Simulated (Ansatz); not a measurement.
**Run report: CdO2 (charge −1), molecular dynamics**

CdO2, charge −1, multiplicity 2, computed with UKS PBE-d3bjatm/def2-SVP (Ansatz 0.2.0).

The geometry comes from this level: B3LYP-D4/def2-TZVPD. Figures and captions count atoms from 1; the log counts them from 0 in places.

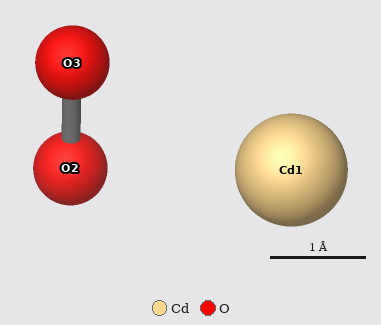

The structure as given in the input (ball-and-stick view, seen at a tilt; atoms are numbered from 1 in the order of the input). Sticks mark near contacts. Bond lengths as drawn: O–O 1.34 Å.

Input file:
```yaml
crystal:
  periodic: [false, false, false]
  atoms:
    - {symbol: Cd, position_ang: [1.685973, -0.130486, -0.007767]}
    - {symbol: O, position_ang: [-0.903773, -0.599410, -0.006949]}
    - {symbol: O, position_ang: [-0.782200, 0.729895, 0.014717]}
basis:
  gaussian: {orbitals: def2-SVP}
total_charge: -1
magnetization: {spin_polarized: true, initial_magnetization: 1}
hamiltonian: {xc: {name: PBE}, dispersion: d3bjatm}
md: {timestep: 0.5 fs, n_steps: 15, ensemble: nvt_nose_hoover, temperature: 300, initial_velocities: maxwell_boltzmann, seed: 202}
scf: {omitted_lower_state_checks: [starts]}
```

Run on 4 threads of Arm Neoverse V2, 23 GiB of memory available, shared host.

Command:
```bash
ansatz run in.yaml --threads 4 --pin off --events-out ev --progress --plain --max-ram 3916MiB
```

Log:
```
Functional definition: PBE
  name "PBE"
  cite "Perdew, Burke & Ernzerhof, Phys. Rev. Lett. 77, 3865 (1996) doi:10.1103/PhysRevLett.77.3865"
  parent pbe
  parameter kappa = 0.804
  parameter beta = 0.06672455060314922
  exchange = pbe_x(kappa = kappa, mu = beta*pi^2/3)
  correlation = pbe_c(beta = beta)
these checks for a lower state are left out or cut short: starts
594 factors; their error is unknown
mean field evaluation 1: about -8591.8276 eV, gradient 8.1e1 eV
mean field evaluation 2: about -8364.0621 eV, gradient 2.2e2 eV
mean field evaluation 4: about -8634.0512 eV, gradient 4.1e1 eV
mean field evaluation 8: about -8649.0110 eV, gradient 2.7e0 eV
mean field evaluation 16: about -8649.0223 eV, gradient 1.4e-3 eV
mean field -8649.02231826 eV, -317.8457076782 hartree, gradient 1.1e-5 eV, S^2 0.758164; 0 other end points of the search recorded, 0 dependent functions left out
the calculation of the forces begins
reference -8649.02234729 eV, -317.8457087451 hartree; 19, 18 occupied and 40, 41 virtual orbitals, 594 factors
md step     0: t =     0.00 fs  T =   300.0 K  F+E_penalty+E_count = -8649.06720349 eV  E_kin = 0.038778 eV  conserved = -8649.02842549 eV  (35 SCF iters)
these checks for a lower state are left out or cut short: starts, cluster_reference, orbital_swaps, neighbouring_geometries, increment
594 factors; their error is unknown
mean field -8649.02088989 eV, -317.8456551866 hartree, gradient 2.7e-5 eV, S^2 0.758116; 0 other end points of the search recorded, 0 dependent functions left out
[... from here on the field's lines of each further geometry are left out, up to the last ...]
md step     1: t =     0.50 fs  T =   289.0 K  F+E_penalty+E_count = -8649.06578259 eV  E_kin = 0.037360 eV  conserved = -8649.02842258 eV  (28 SCF iters)
md step     2: t =     1.00 fs  T =   276.9 K  F+E_penalty+E_count = -8649.06420793 eV  E_kin = 0.035789 eV  conserved = -8649.02841934 eV  (28 SCF iters)
md step     3: t =     1.50 fs  T =   263.9 K  F+E_penalty+E_count = -8649.06253059 eV  E_kin = 0.034115 eV  conserved = -8649.02841619 eV  (28 SCF iters)
md step     4: t =     2.00 fs  T =   250.6 K  F+E_penalty+E_count = -8649.06080386 eV  E_kin = 0.032392 eV  conserved = -8649.02841274 eV  (28 SCF iters)
md step     5: t =     2.50 fs  T =   237.3 K  F+E_penalty+E_count = -8649.05908259 eV  E_kin = 0.030675 eV  conserved = -8649.02840939 eV  (29 SCF iters)
md step     6: t =     3.00 fs  T =   224.5 K  F+E_penalty+E_count = -8649.05741984 eV  E_kin = 0.029016 eV  conserved = -8649.02840628 eV  (29 SCF iters)
md step     7: t =     3.50 fs  T =   212.5 K  F+E_penalty+E_count = -8649.05586513 eV  E_kin = 0.027465 eV  conserved = -8649.02840350 eV  (30 SCF iters)
md step     8: t =     4.00 fs  T =   201.7 K  F+E_penalty+E_count = -8649.05446258 eV  E_kin = 0.026066 eV  conserved = -8649.02840117 eV  (30 SCF iters)
md step     9: t =     4.50 fs  T =   192.3 K  F+E_penalty+E_count = -8649.05324938 eV  E_kin = 0.024857 eV  conserved = -8649.02839935 eV  (30 SCF iters)
md step    10: t =     5.00 fs  T =   184.6 K  F+E_penalty+E_count = -8649.05225447 eV  E_kin = 0.023865 eV  conserved = -8649.02839811 eV  (30 SCF iters)
md step    11: t =     5.50 fs  T =   178.8 K  F+E_penalty+E_count = -8649.05149758 eV  E_kin = 0.023112 eV  conserved = -8649.02839750 eV  (30 SCF iters)
md step    12: t =     6.00 fs  T =   174.9 K  F+E_penalty+E_count = -8649.05098857 eV  E_kin = 0.022606 eV  conserved = -8649.02839751 eV  (30 SCF iters)
md step    13: t =     6.50 fs  T =   172.9 K  F+E_penalty+E_count = -8649.05072714 eV  E_kin = 0.022347 eV  conserved = -8649.02839817 eV  (30 SCF iters)
md step    14: t =     7.00 fs  T =   172.7 K  F+E_penalty+E_count = -8649.05070281 eV  E_kin = 0.022325 eV  conserved = -8649.02839943 eV  (30 SCF iters)
the calculation of the forces begins
reference -8649.00601755 eV, -317.8451086382 hartree; 19, 18 occupied and 40, 41 virtual orbitals, 594 factors
these checks for a lower state are left out or cut short: starts
594 factors; their error is unknown
mean field -8649.00598871 eV, -317.8451075783 hartree, gradient 2.0e-5 eV, S^2 0.758277; 0 other end points of the search recorded, 0 dependent functions left out
the calculation of the forces begins
reference -8649.00601755 eV, -317.8451086382 hartree; 19, 18 occupied and 40, 41 virtual orbitals, 594 factors
md step    15: t =     7.50 fs  T =   174.2 K  F+E_penalty+E_count = -8649.05089531 eV  E_kin = 0.022520 eV  conserved = -8649.02840127 eV  (17 SCF iters)
```

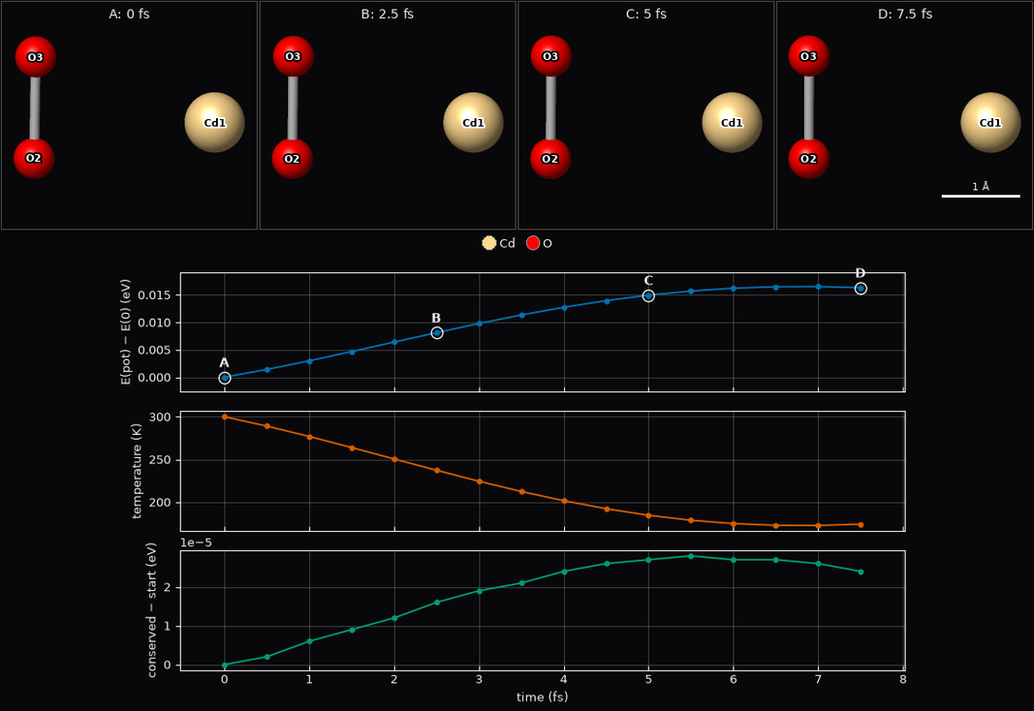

Frames of the molecular dynamics (ball-and-stick, seen at a tilt) above the curves, on which the letters mark them. The trajectory kept here has 16 frames over 7.5 fs. The temperature starts at 300 K, ranges from 173 to 300 K and averages 182 K over the second half. The potential energy ends 0.016 eV above its first value. The conserved quantity stays within 2.8e-05 eV. After an unweighted best fit of the last frame on the first, the root-mean-square displacement is 0.02 Å.

```
Total energy: -8649.05092416 eV, -317.8467589254 hartree
Atom 0 at     1.692601    -0.131850    -0.007812 Å, force    -0.328361     0.027163     0.001542 eV/Å
Atom 1 at    -0.916427    -0.601939    -0.006949 Å, force     0.225114     0.834865     0.013113 eV/Å
Atom 2 at    -0.816119     0.742006     0.015031 Å, force     0.103247    -0.862028    -0.014655 eV/Å
Dipole moment:     0.403319    -0.034293    -0.001909 e Å
Checks for a lower state left out: starts
```

Trajectory as extended XYZ (Å, eV, eV/Å), 16 frames, from step=0 to step=15:
```
3
Properties=species:S:1:pos:R:3:forces:R:3 step=0 time_fs=0.0 energy=-8649.06720 temperature=300.0
Cd    1.6860   -0.1305   -0.0078   -0.2404   0.0137   0.0010
O    -0.9038   -0.5994   -0.0069    0.1607   0.3332   0.0050
O    -0.7822    0.7299    0.0147    0.0797  -0.3469  -0.0060
3
Properties=species:S:1:pos:R:3:forces:R:3 step=1 time_fs=0.5 energy=-8649.06578 temperature=289.0
Cd    1.6865   -0.1306   -0.0078   -0.2496   0.0149   0.0011
O    -0.9048   -0.6003   -0.0070    0.1719   0.4217   0.0064
O    -0.7845    0.7314    0.0147    0.0776  -0.4367  -0.0075
3
Properties=species:S:1:pos:R:3:forces:R:3 step=2 time_fs=1.0 energy=-8649.06421 temperature=276.9
Cd    1.6869   -0.1307   -0.0078   -0.2583   0.0161   0.0011
O    -0.9059   -0.6011   -0.0070    0.1823   0.5043   0.0078
O    -0.7869    0.7329    0.0148    0.0760  -0.5204  -0.0089
3
Properties=species:S:1:pos:R:3:forces:R:3 step=3 time_fs=1.5 energy=-8649.06253 temperature=263.9
Cd    1.6874   -0.1308   -0.0078   -0.2667   0.0173   0.0012
O    -0.9069   -0.6019   -0.0070    0.1917   0.5802   0.0090
O    -0.7892    0.7343    0.0148    0.0749  -0.5975  -0.0102
3
Properties=species:S:1:pos:R:3:forces:R:3 step=4 time_fs=2.0 energy=-8649.06080 temperature=250.6
Cd    1.6879   -0.1309   -0.0078   -0.2746   0.0184   0.0012
O    -0.9078   -0.6025   -0.0070    0.2002   0.6489   0.0101
O    -0.7915    0.7356    0.0148    0.0744  -0.6673  -0.0113
3
Properties=species:S:1:pos:R:3:forces:R:3 step=5 time_fs=2.5 energy=-8649.05908 temperature=237.3
Cd    1.6883   -0.1310   -0.0078   -0.2820   0.0194   0.0013
O    -0.9088   -0.6031   -0.0070    0.2076   0.7098   0.0111
O    -0.7938    0.7368    0.0149    0.0745  -0.7292  -0.0124
3
Properties=species:S:1:pos:R:3:forces:R:3 step=6 time_fs=3.0 energy=-8649.05742 temperature=224.5
Cd    1.6888   -0.1310   -0.0078   -0.2890   0.0204   0.0013
O    -0.9097   -0.6035   -0.0070    0.2140   0.7625   0.0119
O    -0.7961    0.7379    0.0149    0.0750  -0.7829  -0.0132
3
Properties=species:S:1:pos:R:3:forces:R:3 step=7 time_fs=3.5 energy=-8649.05587 temperature=212.5
Cd    1.6892   -0.1311   -0.0078   -0.2954   0.0214   0.0013
O    -0.9106   -0.6039   -0.0070    0.2193   0.8068   0.0127
O    -0.7984    0.7389    0.0149    0.0762  -0.8281  -0.0140
3
Properties=species:S:1:pos:R:3:forces:R:3 step=8 time_fs=4.0 energy=-8649.05446 temperature=201.7
Cd    1.6897   -0.1312   -0.0078   -0.3014   0.0223   0.0014
O    -0.9114   -0.6041   -0.0070    0.2235   0.8423   0.0132
O    -0.8006    0.7398    0.0149    0.0779  -0.8645  -0.0146
3
Properties=species:S:1:pos:R:3:forces:R:3 step=9 time_fs=4.5 energy=-8649.05325 temperature=192.3
Cd    1.6901   -0.1313   -0.0078   -0.3068   0.0231   0.0014
O    -0.9123   -0.6042   -0.0070    0.2267   0.8688   0.0137
O    -0.8029    0.7405    0.0150    0.0801  -0.8919  -0.0151
3
Properties=species:S:1:pos:R:3:forces:R:3 step=10 time_fs=5.0 energy=-8649.05225 temperature=184.6
Cd    1.6906   -0.1314   -0.0078   -0.3117   0.0239   0.0014
O    -0.9130   -0.6041   -0.0070    0.2289   0.8862   0.0140
O    -0.8051    0.7411    0.0150    0.0828  -0.9101  -0.0154
3
Properties=species:S:1:pos:R:3:forces:R:3 step=11 time_fs=5.5 energy=-8649.05150 temperature=178.8
Cd    1.6910   -0.1315   -0.0078   -0.3161   0.0246   0.0015
O    -0.9138   -0.6040   -0.0070    0.2301   0.8944   0.0141
O    -0.8073    0.7416    0.0150    0.0860  -0.9191  -0.0155
3
Properties=species:S:1:pos:R:3:forces:R:3 step=12 time_fs=6.0 energy=-8649.05099 temperature=174.9
Cd    1.6914   -0.1316   -0.0078   -0.3199   0.0253   0.0015
O    -0.9145   -0.6037   -0.0070    0.2302   0.8934   0.0141
O    -0.8096    0.7419    0.0150    0.0897  -0.9187  -0.0156
3
Properties=species:S:1:pos:R:3:forces:R:3 step=13 time_fs=6.5 energy=-8649.05073 temperature=172.9
Cd    1.6918   -0.1317   -0.0078   -0.3232   0.0260   0.0015
O    -0.9152   -0.6032   -0.0070    0.2294   0.8831   0.0139
O    -0.8118    0.7421    0.0150    0.0938  -0.9091  -0.0154
3
Properties=species:S:1:pos:R:3:forces:R:3 step=14 time_fs=7.0 energy=-8649.05070 temperature=172.7
Cd    1.6922   -0.1318   -0.0078   -0.3261   0.0266   0.0015
O    -0.9158   -0.6026   -0.0070    0.2277   0.8635   0.0136
O    -0.8139    0.7421    0.0150    0.0983  -0.8901  -0.0151
3
Properties=species:S:1:pos:R:3:forces:R:3 step=15 time_fs=7.5 energy=-8649.05090 temperature=174.2
Cd    1.6926   -0.1318   -0.0078   -0.3284   0.0272   0.0015
O    -0.9164   -0.6019   -0.0069    0.2251   0.8349   0.0131
O    -0.8161    0.7420    0.0150    0.1032  -0.8620  -0.0147
```

Key numbers:

| quantity | value |
| --- | --- |
| outcome | finished |
| mean temperature over the second half | 182 K |
| trajectory | 15 steps, 7.5 fs |
| ensemble | nvt_nose_hoover |
| temperature in the input | 300 K |
| time step | 0.5 fs |
| potential energy (last step) | −8649.0509 eV |
| mean-field energy (last step) | −8649.0060 eV |
| dispersion energy (last step) | −0.0449 eV |
| ⟨S²⟩ (last step) | 0.758 |
| SCF solution under orbital rotations (last step) | stable |
| largest force (length of the vector) (last step) | 0.868 eV/Å |
| wall time | 7.5 s (CPU time 27 s) |
| peak memory | 0.27 GiB |

Notes:

So short a trajectory is not equilibrated. The temperature stays far from the 300 K of the thermostat over the second half: the run isn't equilibrated.
